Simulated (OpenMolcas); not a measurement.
**A workflow on Si2NH6F (SMILES F[SiH2]N[SiH3])**

Aim: a series of 9 runs (UHF/cc-pVDZ, CASSCF(2,2)/cc-pVDZ, CASPT2(2,2)/cc-pVDZ, CASPT2[IPEA 0](2,2)/cc-pVDZ, SC-NEVPT2(2,2)/cc-pVDZ, PC-NEVPT2(2,2)/cc-pVDZ, MC-PDFT[tPBE](2,2)/cc-pVDZ, MC-PDFT[ftPBE](2,2)/cc-pVDZ, and more) of Si2NH6F. 

The calculation is run with OpenMolcas 26.06.

### Step 1. Starting point

Si2NH6F: 10 atoms, total charge 0, spin state singlet. As SMILES, `F[SiH2]N[SiH3]`. The Si4–H10 distance was set to 3.264 Å, away from the relaxed value. At this shape a bond of the SMILES string is far longer than usual.

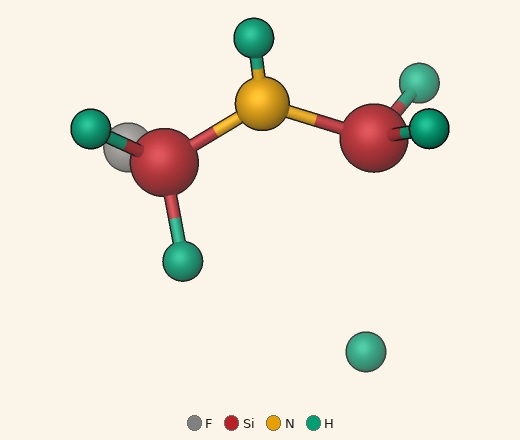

The structure, seen from a chosen angle (fluorine grey, silicon red, nitrogen amber, hydrogen teal).

### Step 2. The energy at UHF/cc-pVDZ (run 1)

Contents of mol.xyz:

```xyz
10

F     -0.218453     0.330936    -2.738625
Si     0.968047     0.638436    -1.707825
N      1.857847    -0.758164    -1.297825
Si     1.537847    -1.899464    -0.033225
H      1.860247     1.603836    -2.388625
H      0.332947     1.176036    -0.486025
H      2.607347    -0.999564    -1.931925
H      2.734547    -2.085464     0.829675
H      1.156747    -3.233164    -0.569925
H     -0.924400    -0.683300     1.730300
```

Contents of step1.input:

```
&gateway
  baslib = $CurrDir
  coord = mol.xyz
  basis = cc-pVDZ
  group = NoSym

&seward

&scf
  uhf
  scramble = 0.25
  prorbitals = 0
```

The basis set cc-pVDZ is read from a file made from the Basis Set Exchange's data (not shown).

Run with:

```sh
export MOLCAS_MEM=1860
pymolcas step1.input > step1.log
```

Standard output:

```text
--- Start Module: gateway ---
[...]
--- Stop Module: gateway /rc=_RC_ALL_IS_WELL_ ---
--- Start Module: seward ---
[...]
      Basis functions           94
--- Stop Module: seward /rc=_RC_ALL_IS_WELL_ ---
[...]
--- Start Module: scf ---
[...]
       Convergence after  19 Iterations
[...]
::    Total SCF energy                               -735.2288897670
[...]
      Total spin, S                                     0.5937765692
[...]
      Total electronic charge=   50.000000
      Total            charge=   -0.000000
[...]
      Dipole Moment (debye):
      Origin of the operator (angstrom)=    1.0505   -0.4617   -1.2816
                   X=  1.8776E+00               Y= -1.4519E-01               Z=  4.7359E-01           Total=  1.9419E+00
      Quadrupole Moment (debye*angstrom):
[...]
--- Stop Module: scf /rc=_RC_ALL_IS_WELL_ ---
[...]
```

Run time: 15 s. Hardware: 1 thread of AMD EPYC 7R43 (Zen 3), shared host; peak memory 0.52 GiB.

### Step 3. The energy at CASSCF(2,2)/cc-pVDZ (run 2)

mol.xyz is that of step 2.

Contents of step2.inp:

```
&GATEWAY
  BasLib=$CurrDir
  Coord=mol.xyz
  Basis=cc-pVDZ
  Group=NoSym

&SEWARD

&RASSCF
  FileOrb=$CurrDir/step1.UnaOrb
  Spin=1
  Nactel=2 0 0
  Inactive=24
  Ras2=2
  OrbListing=Nothing
```

The basis set cc-pVDZ is read from a file made from the Basis Set Exchange's data (not shown).

Run with:

```sh
export MOLCAS_MEM=1860
pymolcas step2.inp > step2.log
```

Standard output:

```text
--- Start Module: gateway ---
[...]
--- Stop Module: gateway /rc=_RC_ALL_IS_WELL_ ---
--- Start Module: seward ---
[...]
      Basis functions           94
--- Stop Module: seward /rc=_RC_ALL_IS_WELL_ ---
[...]
--- Start Module: rasscf ---
[...]
      Number of active orbitals                  2
[...]
      Spin quantum number                      0.0
[...]
      Active orbitals                            2
[...]
      Number of CSFs                             3
[...]
      Number of root(s) required                 1
[...]
      Convergence after  9 iterations
[...]
      printout of CI-coefficients larger than  0.05 for root  1
      energy=    -735.235167
      conf/sym  11     Coeff  Weight
             1  20  -0.85508 0.73117
             3  02   0.51849 0.26883
      Natural orbitals and occupation numbers for root  1
      sym 1:   1.462330   0.537670
      ************************************************************************************************************************
      *                                                    Final results                                                     *
[...]
::    RASSCF root number  1 Total energy:   -735.23516715
[...]
      Total electronic charge=   50.000000
      Total            charge=   -0.000000
[...]
      Dipole Moment (debye):
      Origin of the operator (angstrom)=    1.0505   -0.4617   -1.2816
                   X=  2.1352E+00               Y= -2.6293E-01               Z=  2.7988E-01           Total=  2.1695E+00
      Quadrupole Moment (debye*angstrom):
[...]
--- Stop Module: rasscf /rc=_RC_ALL_IS_WELL_ ---
[...]
```

It took 13 s on 1 thread of AMD EPYC 7R43 (Zen 3), shared host; peak memory 0.52 GiB.

### Step 4. The energy at CASPT2(2,2)/cc-pVDZ (run 3)

mol.xyz is that of step 3.

Contents of step3.inp:

```
&GATEWAY
  BasLib
  $CurrDir
  Coord
  mol.xyz
  Basis
  cc-pVDZ
  Group
  NoSym

&SEWARD

&RASSCF
  FileOrb
  $CurrDir/step2.RasOrb
  Spin
  1
  Nactel
  2 0 0
  Inactive
  24
  Ras2
  2
  OrbListing
  Nothing

&CASPT2
  IPEA
  0.25
  Imaginary
  0.1
  Frozen
  12
```

The basis set cc-pVDZ is read from a file made from the Basis Set Exchange's data (not shown).

Run with:

```sh
export MOLCAS_MEM=1860
pymolcas step3.inp > step3.log
```

Standard output:

```text
--- Start Module: gateway ---
[...]
--- Stop Module: gateway /rc=_RC_ALL_IS_WELL_ ---
[...]
      Basis functions           94
[...]
--- Start Module: rasscf ---
[...]
      Number of active orbitals                  2
[...]
      Spin quantum number                      0.0
[...]
      Active orbitals                            2
[...]
      Number of CSFs                             3
[...]
      Number of root(s) required                 1
[...]
      Convergence after  4 iterations
[...]
      printout of CI-coefficients larger than  0.05 for root  1
      energy=    -735.235167
      conf/sym  11     Coeff  Weight
             1  20  -0.85508 0.73117
             3  02   0.51849 0.26883
      Natural orbitals and occupation numbers for root  1
      sym 1:   1.462333   0.537667
      ************************************************************************************************************************
      *                                                    Final results                                                     *
[...]
::    RASSCF root number  1 Total energy:   -735.23516715
[...]
      Total electronic charge=   50.000000
      Total            charge=   -0.000000
[...]
      Dipole Moment (debye):
      Origin of the operator (angstrom)=    1.0505   -0.4617   -1.2816
                   X=  2.1352E+00               Y= -2.6295E-01               Z=  2.7987E-01           Total=  2.1695E+00
      Quadrupole Moment (debye*angstrom):
[...]
--- Stop Module: rasscf /rc=_RC_ALL_IS_WELL_ ---
[...]
--- Start Module: caspt2 ---
[...]
      E2 (Variational):          -0.5381829451
      Total energy:            -735.7733500912
[...]
      Reference weight:           0.85774
[...]
::    CASPT2 Root  1     Total energy:   -735.77335009
[...]
--- Stop Module: caspt2 /rc=_RC_ALL_IS_WELL_ ---
[...]
```

It took 12 s on 1 thread of AMD EPYC 7R43 (Zen 3), shared host; peak memory 0.51 GiB.

Runs 4 to 8 aren't shown in full; the table further down has their settings and results.

### Step 5. The energy at MRCI(2,2)/cc-pVDZ (run 9)

mol.xyz is that of step 4.

Contents of step9.inp:

```
&GATEWAY
  BasLib=$CurrDir
  Coord=mol.xyz
  Basis=cc-pVDZ
  Group=NoSym

&SEWARD

&RASSCF
  FileOrb=$CurrDir/step2.RasOrb
  Spin=1
  Nactel=2 0 0
  Inactive=24
  Ras2=2
  OrbListing=Nothing

&MOTRA
  LumOrb
  Frozen=12

&GUGA
  Electrons=26
  Spin=1
  Inactive=12
  Active=2
  CIAll=1

&MRCI
  SDCI
```

The basis set cc-pVDZ is read from a file made from the Basis Set Exchange's data (not shown).

Run with:

```sh
export MOLCAS_MEM=1860
pymolcas step9.inp > step9.log
```

Standard output:

```text
--- Start Module: gateway ---
[...]
--- Stop Module: gateway /rc=_RC_ALL_IS_WELL_ ---
[...]
      Basis functions           94
[...]
      Number of active orbitals                  2
[...]
      Spin quantum number                      0.0
[...]
      Active orbitals                            2
[...]
      Number of CSFs                             3
[...]
      Number of root(s) required                 1
[...]
      Convergence after  4 iterations
[...]
      printout of CI-coefficients larger than  0.05 for root  1
      energy=    -735.235167
      conf/sym  11     Coeff  Weight
             1  20  -0.85508 0.73117
             3  02   0.51849 0.26883
      Natural orbitals and occupation numbers for root  1
      sym 1:   1.462333   0.537667
      ************************************************************************************************************************
      *                                                    Final results                                                     *
[...]
::    RASSCF root number  1 Total energy:   -735.23516715
[...]
      Dipole Moment (debye):
      Origin of the operator (angstrom)=    1.0505   -0.4617   -1.2816
                   X=  2.1352E+00               Y= -2.6295E-01               Z=  2.7987E-01           Total=  2.1695E+00
      Quadrupole Moment (debye*angstrom):
[...]
--- Start Module: guga ---
[...]
--- Stop Module: guga /rc=_RC_ALL_IS_WELL_ ---
[...]
       (But an ACPF correction will be computed)
       USE THE DEFAULT ACPF G-VALUE GFAC=   7.6923076923076927E-002
[...]
                      CI ENERGY:  -735.73708513
[...]
                ACPF CORRECTION:    -0.06650033
[...]
      Total electronic charge=   50.000000
      Total            charge=    0.000000
[...]
     ACPF CORRECTION:     -0.06650033
[...]
  CI State   1     Total energy:   -735.73708513     QDav:     -0.07284632     QACPF:     -0.06650033
[...]
```

Run time: 49 s. Hardware: 1 thread of AMD EPYC 7R43 (Zen 3), shared host; peak memory 0.52 GiB.

### Step 6. Overview of the runs

```
run                        level  scramble           active rule  energy (Eh)  dipole moment (D) of the reference  wall time
  1                  UHF/cc-pVDZ      0.25                     –  -735.228890                                1.94       15 s
  2          CASSCF(2,2)/cc-pVDZ         –  uhf natural orbitals  -735.235167                                2.17       13 s
  3          CASPT2(2,2)/cc-pVDZ         –  uhf natural orbitals  -735.773350                                2.17       12 s
  4  CASPT2[IPEA 0](2,2)/cc-pVDZ         –  uhf natural orbitals  -735.774963                                2.17       12 s
  5       SC-NEVPT2(2,2)/cc-pVDZ         –  uhf natural orbitals  -735.771986                                2.17       11 s
  6       PC-NEVPT2(2,2)/cc-pVDZ         –  uhf natural orbitals  -735.772007                                2.17       11 s
  7   MC-PDFT[tPBE](2,2)/cc-pVDZ         –  uhf natural orbitals  -736.613925                                2.17       12 s
  8  MC-PDFT[ftPBE](2,2)/cc-pVDZ         –  uhf natural orbitals  -736.807447                                2.17       12 s
  9            MRCI(2,2)/cc-pVDZ         –  uhf natural orbitals  -735.737085                                2.17       49 s
```

### Step 7. Results

| quantity | value |
| --- | --- |
| run 9, MRCI(2,2)/cc-pVDZ: total energy | -735.73709 Eh |
| run 9, MRCI(2,2)/cc-pVDZ: dipole moment (CASSCF density) | 2.17 D |

In words: Below the UHF energy at the same shape and in the same basis (cc-pVDZ): CASSCF(2,2) -6.3 mEh; CASPT2(2,2) -544.5 mEh; CASPT2[IPEA 0](2,2) -546.1 mEh; SC-NEVPT2(2,2) -543.1 mEh; PC-NEVPT2(2,2) -543.1 mEh; MRCI(2,2) -508.2 mEh. Active-space methods hold only the correlation inside their space unless a perturbation or CI step follows. Spin contamination of the reference: run 1 ⟨S²⟩ = 0.95. Where it is this large, the reference is a mixture of spin states, and values that rest on it are in doubt. All runs together took 2.5 min, the longest 49 s.
